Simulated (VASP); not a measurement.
# BW under strain, part 3 of 4

How does the pressure of BW answer to a change of volume? The bands are shown for each cell. All runs use LDA. Left out of this account: 1 further run (fields: a reference on another mesh). The start is a computed cell from the Materials Project.

VASP 6.6.1; LDA; plane waves and PAW (B, W).

Still holding for the runs below: Spin-orbit coupling is off here; with elements this heavy it splits and shifts levels by tenths of an eV or more.

So far, pressure (GPa): step 2 (bands, cell as listed) -9.89; step 3 (cell volume +4.0 %) -22.2; step 4 (cell volume +8.0 %) -32.1.

## 5. Bands, sheared, principal strains -2.4, -0.6, +3.1 %

The cell is sheared at fixed volume, which lowers its symmetry.

INCAR reads:

```
SYSTEM = BW
PREC = Accurate
ENCUT = 420
EDIFF = 1E-06
NELM = 100
ISMEAR = -1
SIGMA = 0.05
LREAL = .FALSE.
ALGO = Normal
GGA = CA
NBANDS = 23
LASPH = .TRUE.
LORBIT = 11
LWAVE = .FALSE.
LCHARG = .FALSE.
KPAR = 4
```

POSCAR reads:

```
BW
1.0
    1.5419940000     -4.3515280000     -0.0425030000
    1.5500040000      4.3545130000      0.0622300000
    0.0193100000      0.0382170000      3.0842320000
B W
2 2
Direct
    0.5610218400      0.4389781600      0.2500000000
    0.4389781600      0.5610218400      0.7500000000
    0.8553852300      0.1446147700      0.2500000000
    0.1446147700      0.8553852300      0.7500000000
```

KPOINTS reads:

```
Automatic mesh
0
Gamma
10 10 10
0 0 0
```

KPOINTS_OPT reads:

```
Line mode
16
Line-mode
Reciprocal
  0.00000000   0.00000000   0.50000000 X
  0.00000000   0.00000000   0.00000000 GAMMA

  0.00000000   0.00000000   0.00000000 GAMMA
  0.00000000   0.50000000   0.00000000 Y

  0.00000000   0.50000000   0.50000000 L
  0.00000000   0.00000000   0.00000000 GAMMA

  0.00000000   0.00000000   0.00000000 GAMMA
 -0.50000000   0.00000000   0.00000000 Z

 -0.50000000   0.00000000   0.50000000 N
  0.00000000   0.00000000   0.00000000 GAMMA

  0.00000000   0.00000000   0.00000000 GAMMA
 -0.50000000   0.50000000   0.00000000 M

 -0.50000000   0.50000000   0.50000000 R
  0.00000000   0.00000000   0.00000000 GAMMA
```

The projector-augmented-wave data sets are B and W (LDA family, release 64).

On the command line:

```
> mpirun -np 4 vasp_std
```

Log:

```text
[... set-up lines as in an earlier step ...]
 entering main loop
       N       E                     dE             d eps       ncg     rms          rms(c)
DAV:   1     0.230195551881E+02    0.23020E+02   -0.68227E+03 23192   0.596E+02
DAV:   2    -0.469883879130E+02   -0.70008E+02   -0.65444E+02 28110   0.163E+02
DAV:   3    -0.490983425802E+02   -0.21100E+01   -0.20847E+01 28254   0.239E+01
DAV:   4    -0.491045714125E+02   -0.62288E-02   -0.62269E-02 25902   0.143E+00
DAV:   5    -0.491045904308E+02   -0.19018E-04   -0.19017E-04 28483   0.745E-02    0.409E+01
DAV:   6    -0.451024897966E+02    0.40021E+01   -0.44398E+00 27656   0.144E+01    0.136E+01
DAV:   7    -0.449457199584E+02    0.15677E+00   -0.96995E-01 25411   0.495E+00    0.755E+00
DAV:   8    -0.448955555857E+02    0.50164E-01   -0.55999E-02 27524   0.126E+00    0.231E-01
DAV:   9    -0.448928701880E+02    0.26854E-02   -0.87081E-03 25592   0.473E-01    0.504E-01
DAV:  10    -0.448925685660E+02    0.30162E-03   -0.57012E-04 28647   0.124E-01    0.147E-01
DAV:  11    -0.448925613552E+02    0.72108E-05   -0.38094E-05 26425   0.315E-02    0.124E-02
DAV:  12    -0.448925599718E+02    0.13834E-05   -0.73196E-06 27517   0.125E-02    0.225E-03
DAV:  13    -0.448925599715E+02    0.27057E-09   -0.18384E-07 15351   0.245E-03
   1 F= -.44892560E+02 E0= -.44886942E+02  d E =-.112358E-01
 Start KPOINTS_OPT (optional k-point list driver)
k-point batch [1-112\112]
       N       E                     dE             ncg
DAV:   1     0.268729205654E+05   -0.17369E+05     5152
DAV:   2     0.190486086787E+05   -0.78243E+04     6373
DAV:   3     0.188013659623E+05   -0.24724E+03     6119
DAV:   4     0.188005342376E+05   -0.83172E+00     5845
DAV:   5     0.188005303753E+05   -0.38623E-02     6084
DAV:   6     0.188005303460E+05   -0.29288E-04     5699
DAV:   7     0.188005303456E+05   -0.37978E-06     5215
```

It took 40 s on 4 MPI ranks of Intel Xeon 6975P-C (Granite Rapids), shared host; peak memory 2.2 GiB.

Parts of OUTCAR (step 5):

```text
   k-points           NKPTS =    504   k-points in BZ     NKDIM =    504   number of bands    NBANDS=     23

   ENCUT  =  420.0 eV  30.87 Ry    5.56 a.u.   7.71  7.72  5.15*2*pi/ulx,y,z

   NELECT =      18.0000    total number of electrons

 E-fermi :   9.3444

 k-point     1 :       0.0000    0.0000    0.0000
  band No.  band energies     occupation
    ...
      5       4.7552      2.00000
      6       5.0300      2.00000
      7       6.3391      2.00000
      8       8.3302      2.00000
      9       8.9719      1.99884
     10       9.5328      0.04519
     11      10.2768      0.00000
     12      10.6419      0.00000
     13      11.4196      0.00000
     14      13.2081      0.00000
    ...

  Total       -0.6272507     -4.2267836     -2.4804509     -0.0658001     -1.1824353     -0.8866745
  in kB      -24.2134793   -163.1646418    -95.7517406     -2.5400537    -45.6450224    -34.2279019
  external PRESSURE =     -94.3766206 kB  Pullay stress =       0.0000000 kB

 POSITION                                       TOTAL-FORCE (eV/Angst)
 -----------------------------------------------------------------------------------
      1.55034     -0.52021      0.77453         0.005208      0.187117     -0.097951
      1.56097      0.56141      2.32943        -0.005208     -0.187117      0.097951
      1.54798     -3.08295      0.74370         0.002570     -0.017250     -0.054907
      1.56333      3.12415      2.36026        -0.002570      0.017250      0.054907
 -----------------------------------------------------------------------------------
    total drift:                                0.000000     -0.000000      0.000000

  FREE ENERGIE OF THE ION-ELECTRON SYSTEM (eV)
  ---------------------------------------------------
  free  energy   TOTEN  =       -44.8925599715 eV

  energy  without entropy=      -44.8813242116  energy(sigma->0) =      -44.88694209

[... 1 part as in an earlier step ...]

[... 14 further parts left out ...]
```

The path and its labels are those of the sheared lattice, so a letter need not mean the same point as in the unstrained cell.

This step gave:

```
irreducible k points    : 504
symmetry operations     : 2
free energy (TOTEN)     : -44.89 eV
energy at zero smearing : -44.89 eV
Fermi energy            : 9.344 eV
pressure                : -9.438 GPa
```

The electronic bands at the labelled points (eV, zero at the Fermi level; # counts the bands kept, so #1 is VASP's band 2):

| point | #5 | #6 | #7 | #8 | #9 | #10 | #11 | #12 |
| --- | --- | --- | --- | --- | --- | --- | --- | --- |
| X | -4.80 | -3.97 | -3.73 | 1.90 | 2.16 | 2.39 | 2.42 | 2.46 |
| Γ | -4.31 | -3.01 | -1.01 | -0.37 | 0.19 | 0.93 | 1.30 | 2.08 |
| Y | -4.32 | -3.09 | -2.55 | -0.96 | -0.10 | 1.28 | 1.97 | 2.76 |
| jump to L | -5.22 | -3.02 | -2.89 | 2.38 | 2.49 | 2.81 | 2.90 | 5.54 |
| Γ | -4.31 | -3.01 | -1.01 | -0.37 | 0.19 | 0.93 | 1.30 | 2.08 |
| Z | -4.31 | -3.12 | -2.54 | -0.95 | -0.08 | 1.28 | 1.96 | 2.77 |
| jump to N | -5.16 | -3.02 | -2.88 | 2.32 | 2.53 | 2.84 | 2.87 | 5.58 |
| Γ | -4.31 | -3.01 | -1.01 | -0.37 | 0.19 | 0.93 | 1.30 | 2.08 |
| M | -4.48 | -3.63 | -0.37 | -0.33 | 0.50 | 1.38 | 2.00 | 2.13 |
| jump to R | -3.67 | -3.48 | -3.34 | -0.94 | -0.92 | -0.19 | 0.05 | 2.36 |
| Γ | -4.31 | -3.01 | -1.01 | -0.37 | 0.19 | 0.93 | 1.30 | 2.08 |

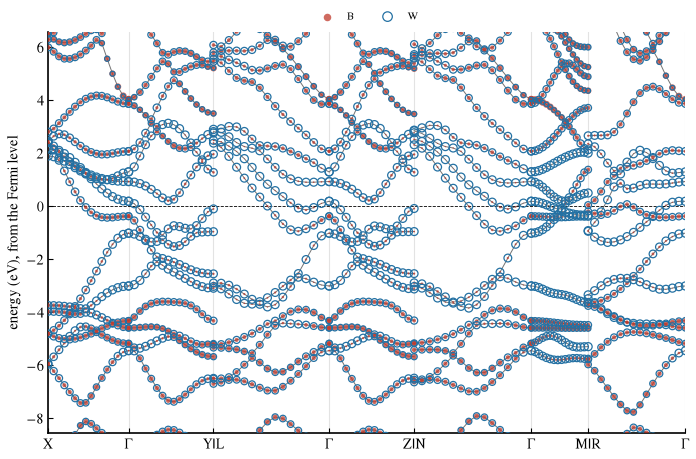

Electronic bands along the path; dots are coloured as in the legend, and their area grows with the weight.

Force by atom:

| atom | x (eV/Å) | y (eV/Å) | z (eV/Å) | size |
| --- | --- | --- | --- | --- |
| B1 | 0.005 | 0.187 | -0.098 | 0.211 |
| B2 | -0.005 | -0.187 | 0.098 | 0.211 |
| W3 | 0.003 | -0.017 | -0.055 | 0.058 |
| W4 | -0.003 | 0.017 | 0.055 | 0.058 |

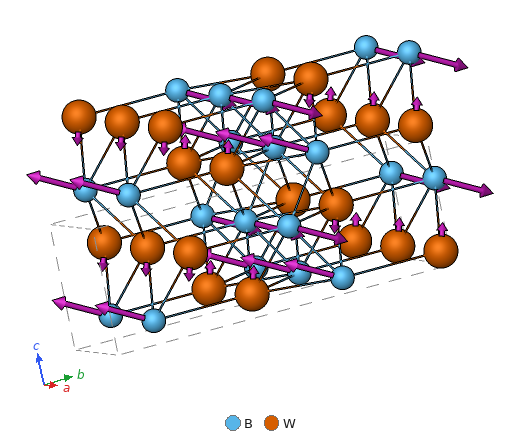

Force as arrows, the longest 0.211 eV/Å. 2×1×2 conventional cells are drawn. Some periodic images of atoms are drawn too.

 The pressure is -9.44 GPa, and the symmetry operations fall from 8 to 2.

## 6. Bands, volume times 0.96

The cell is compressed evenly, with fractional positions held.

INCAR is that of step 5.

POSCAR reads:

```
BW
1.0
    1.5595398454     -4.1837962795      0.0000000000
    1.5595398454      4.1837962795      0.0000000000
    0.0000000000      0.0000000000      3.0532953384
B W
2 2
Direct
    0.5610218400      0.4389781600      0.2500000000
    0.4389781600      0.5610218400      0.7500000000
    0.8553852300      0.1446147700      0.2500000000
    0.1446147700      0.8553852300      0.7500000000
```

KPOINTS is that of step 5.

KPOINTS_OPT reads:

```
Line mode
16
Line-mode
Reciprocal
  0.00000000   0.00000000   0.00000000 GAMMA
  0.28473697   0.28473697   0.00000000 X

  0.28473697   0.28473697   0.00000000 X
  0.00000000   0.50000000   0.00000000 S

  0.00000000   0.50000000   0.00000000 S
  0.00000000   0.50000000   0.50000000 R

  0.00000000   0.50000000   0.50000000 R
  0.28473697   0.28473697   0.50000000 A

  0.28473697   0.28473697   0.50000000 A
  0.00000000   0.00000000   0.50000000 Z

  0.00000000   0.00000000   0.50000000 Z
  0.00000000   0.00000000   0.00000000 GAMMA

  0.00000000   0.00000000   0.00000000 GAMMA
 -0.50000000   0.50000000   0.00000000 Y

 -0.50000000   0.50000000   0.00000000 Y
 -0.28473697   0.71526303   0.00000000 X1

 -0.28473697   0.71526303   0.00000000 X1
 -0.28473697   0.71526303   0.50000000 A1

 -0.28473697   0.71526303   0.50000000 A1
 -0.50000000   0.50000000   0.50000000 T

 -0.50000000   0.50000000   0.50000000 T
 -0.50000000   0.50000000   0.00000000 Y

  0.00000000   0.00000000   0.50000000 Z
 -0.50000000   0.50000000   0.50000000 T
```

On the command line:

```
> mpirun -np 4 vasp_std
```

Log:

```text
[... set-up lines as in an earlier step ...]
 entering main loop
       N       E                     dE             d eps       ncg     rms          rms(c)
DAV:   1     0.249710384562E+02    0.24971E+02   -0.68334E+03  8556   0.598E+02
DAV:   2    -0.471379961739E+02   -0.72109E+02   -0.67405E+02 10497   0.167E+02
DAV:   3    -0.493011523733E+02   -0.21632E+01   -0.21355E+01 10407   0.243E+01
DAV:   4    -0.493073126830E+02   -0.61603E-02   -0.61589E-02  9649   0.141E+00
DAV:   5    -0.493073310224E+02   -0.18339E-04   -0.18339E-04 10411   0.724E-02    0.439E+01
DAV:   6    -0.452048238700E+02    0.41025E+01   -0.44502E+00 10258   0.146E+01    0.150E+01
DAV:   7    -0.450374962685E+02    0.16733E+00   -0.94828E-01  9509   0.497E+00    0.808E+00
DAV:   8    -0.449841708459E+02    0.53325E-01   -0.52152E-02  9943   0.124E+00    0.389E-01
DAV:   9    -0.449814123994E+02    0.27584E-02   -0.84611E-03  9494   0.487E-01    0.529E-01
DAV:  10    -0.449811578862E+02    0.25451E-03   -0.50427E-04 10427   0.120E-01    0.180E-01
DAV:  11    -0.449811485044E+02    0.93818E-05   -0.40817E-05  9871   0.329E-02    0.152E-02
DAV:  12    -0.449811470442E+02    0.14602E-05   -0.72877E-06  9998   0.127E-02    0.236E-03
DAV:  13    -0.449811470333E+02    0.10912E-07   -0.19350E-07  5489   0.253E-03
   1 F= -.44981147E+02 E0= -.44974853E+02  d E =-.125875E-01
 Start KPOINTS_OPT (optional k-point list driver)
k-point batch [1-186\192]
       N       E                     dE             ncg
DAV:   1     0.278747322974E+05   -0.66465E+05     8556
DAV:   2     0.148022883405E+05   -0.13072E+05    10378
DAV:   3     0.144198571104E+05   -0.38243E+03    10564
DAV:   4     0.144186453705E+05   -0.12117E+01     9713
DAV:   5     0.144186395231E+05   -0.58474E-02    10700
DAV:   6     0.144186394768E+05   -0.46247E-04     9323
DAV:   7     0.144186394759E+05   -0.91833E-06     9003
k-point batch [187-192\192]
       N       E                     dE             ncg
DAV:   1     0.947534951545E+05   -0.29011E+04      276
DAV:   2     0.943120921596E+05   -0.44140E+03      332
DAV:   3     0.942998666392E+05   -0.12226E+02      346
DAV:   4     0.942998273289E+05   -0.39310E-01      312
DAV:   5     0.942998271601E+05   -0.16878E-03      369
DAV:   6     0.942998271590E+05   -0.11181E-05      341
DAV:   7     0.942998271589E+05   -0.86875E-08      313
```

Wall time 26 s (4 MPI ranks); peak memory 1.1 GiB; 1.7 min of CPU time.

From OUTCAR (step 6):

```text
   ENCUT  =  420.0 eV  30.87 Ry    5.56 a.u.   7.46  7.46  5.10*2*pi/ulx,y,z

   NELECT =      18.0000    total number of electrons

 E-fermi :   9.8773

 k-point     1 :       0.0000    0.0000    0.0000
  band No.  band energies     occupation
    ...
      6       5.1456      2.00000
      7       6.9428      2.00000
      8       8.5167      2.00000
      9       9.1373      2.00000
     10       9.8536      1.23271
     11      11.0921      0.00000
     12      11.1001      0.00000
     13      12.2208      0.00000
     14      14.0432      0.00000
     15      14.2099      0.00000
    ...

  Total        1.4230816      1.4692399      1.1287521      0.0000000      0.0000000      0.0000000
  in kB       57.2235182     59.0795927     45.3882380      0.0000000      0.0000000      0.0000000
  external PRESSURE =      53.8971163 kB  Pullay stress =       0.0000000 kB

 POSITION                                       TOTAL-FORCE (eV/Angst)
 -----------------------------------------------------------------------------------
      1.55954     -0.51061      0.76332         0.000000      0.001136      0.000000
      1.55954      0.51061      2.28997         0.000000     -0.001136     -0.000000
      1.55954     -2.97372      0.76332         0.000000      0.195797     -0.000000
      1.55954      2.97372      2.28997         0.000000     -0.195797     -0.000000
 -----------------------------------------------------------------------------------
    total drift:                                0.000000     -0.000000     -0.000000

  FREE ENERGIE OF THE ION-ELECTRON SYSTEM (eV)
  ---------------------------------------------------
  free  energy   TOTEN  =       -44.9811470333 eV

  energy  without entropy=      -44.9685595219  energy(sigma->0) =      -44.97485328

[... 3 parts as in an earlier step ...]

[... 13 further parts left out ...]
```

This step gave:

```yaml
irreducible_k_points: 186
symmetry_operations: 8
free_energy_toten: -44.98 eV
energy_at_zero_smearing: -44.97 eV
fermi_energy: 9.877 eV
pressure: 5.390 GPa
```

The electronic bands at the labelled points (eV, zero at the Fermi level; # counts the bands kept, so #1 is VASP's band 2):

| point | #5 | #6 | #7 | #8 | #9 | #10 | #11 | #12 |
| --- | --- | --- | --- | --- | --- | --- | --- | --- |
| Γ | -4.73 | -2.93 | -1.36 | -0.74 | -0.02 | 1.21 | 1.22 | 2.34 |
| X | -4.14 | -2.61 | -2.60 | -1.61 | -0.73 | 1.46 | 2.45 | 2.54 |
| S | -4.52 | -3.28 | -2.50 | -0.70 | -0.07 | 1.43 | 1.53 | 2.51 |
| R | -5.36 | -3.20 | -3.20 | 2.33 | 2.33 | 2.90 | 2.90 | 5.97 |
| A | -5.27 | -2.98 | -2.98 | 1.63 | 1.63 | 2.78 | 2.78 | 5.66 |
| Z | -5.41 | -3.86 | -3.86 | 2.28 | 2.28 | 2.53 | 2.53 | 3.48 |
| Γ | -4.73 | -2.93 | -1.36 | -0.74 | -0.02 | 1.21 | 1.22 | 2.34 |
| Y | -4.89 | -3.80 | -0.71 | -0.22 | 0.89 | 1.03 | 2.16 | 2.22 |
| X1 | -4.14 | -2.61 | -2.60 | -1.61 | -0.73 | 1.46 | 2.45 | 2.54 |
| A1 | -5.27 | -2.98 | -2.98 | 1.63 | 1.63 | 2.78 | 2.78 | 5.66 |
| T | -4.13 | -3.51 | -3.51 | -1.22 | -1.22 | 0.00 | 0.00 | 2.63 |
| Y | -4.89 | -3.80 | -0.71 | -0.22 | 0.89 | 1.03 | 2.16 | 2.22 |
| jump to Z | -5.41 | -3.86 | -3.86 | 2.28 | 2.28 | 2.53 | 2.53 | 3.48 |
| T | -4.13 | -3.51 | -3.51 | -1.22 | -1.22 | 0.00 | 0.00 | 2.63 |

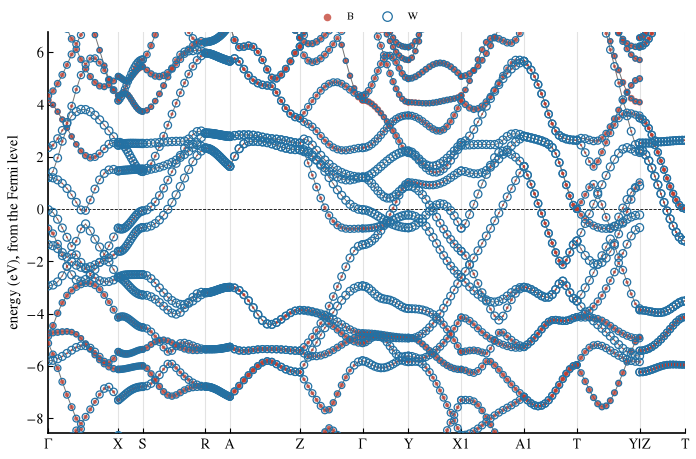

Electronic bands along the path; dots are coloured as in the legend, and their area grows with the weight.

Force by atom:

| atom | x (eV/Å) | y (eV/Å) | z (eV/Å) | size |
| --- | --- | --- | --- | --- |
| B1 | 0.000 | 0.001 | 0.000 | 0.001 |
| B2 | 0.000 | -0.001 | 0.000 | 0.001 |
| W3 | 0.000 | 0.196 | 0.000 | 0.196 |
| W4 | 0.000 | -0.196 | 0.000 | 0.196 |

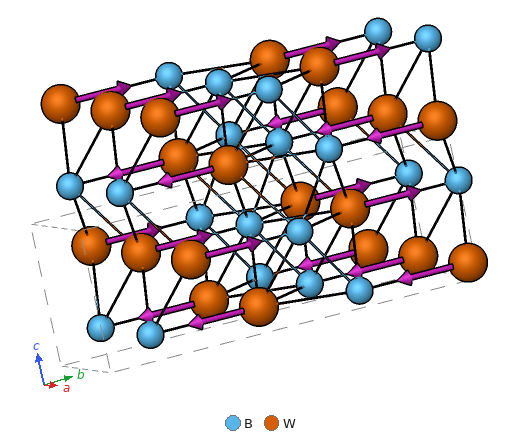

Force as arrows, the longest 0.196 eV/Å. 2×1×2 conventional cells are drawn. Some periodic images of atoms are drawn too.

 The pressure is 5.39 GPa.

[end of part 3 of 4]

[Lines on the potential files, build, host, timing and source positions are cut from VASP's logs without a mark.]

[Logs are printed without paths, hosts, clocks, repeated set-up lines and the standing remarks that a program may print on its own settings, such as how far it seeks lower states.]

[Hosts, paths, dates, database ids (printed as entryN), source tags and the programs' standing remarks are cut or masked in the printed files.]

[A measured line is paired with the nearest computed mode of its activity, which favours agreement.]
